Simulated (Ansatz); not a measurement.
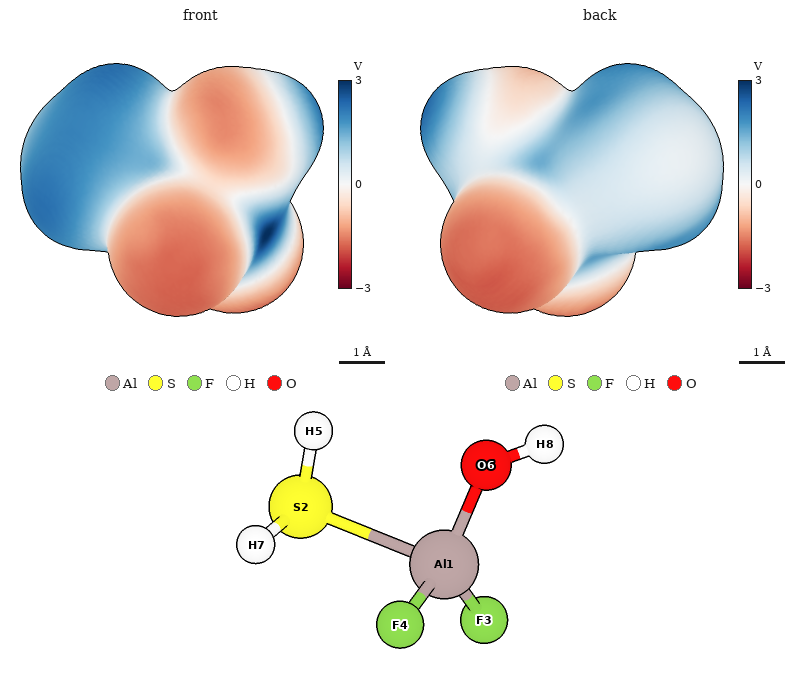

The picture shows: AlF2H3OS. The molecular electrostatic potential painted on the density surface at 0.002 e/bohr³, seen from the front and from behind; the colour scale runs from red (negative) to blue (positive). The bare structure is drawn below in the same view.

The calculation used RKS BHLYP-D4/def2-SVP in Ansatz.

| atom | x (Å) | y (Å) | z (Å) |
| --- | --- | --- | --- |
| Al | -0.7367 | -0.4098 | -0.1820 |
| S | 1.6000 | 0.2748 | -0.7303 |
| F | -0.8976 | -1.9133 | -0.8539 |
| F | -1.4362 | 0.8311 | -1.0312 |
| H | 1.7337 | 0.8576 | 0.4731 |
| O | -0.5609 | -0.2427 | 1.4913 |
| H | 1.2010 | 1.4000 | -1.3475 |
| H | -0.9033 | -0.7978 | 2.1807 |

> Where is the surface potential most negative and most positive?

The most negative region (about −1.8 V) lies over F3, the most positive (about +2.7 V) over Al1.
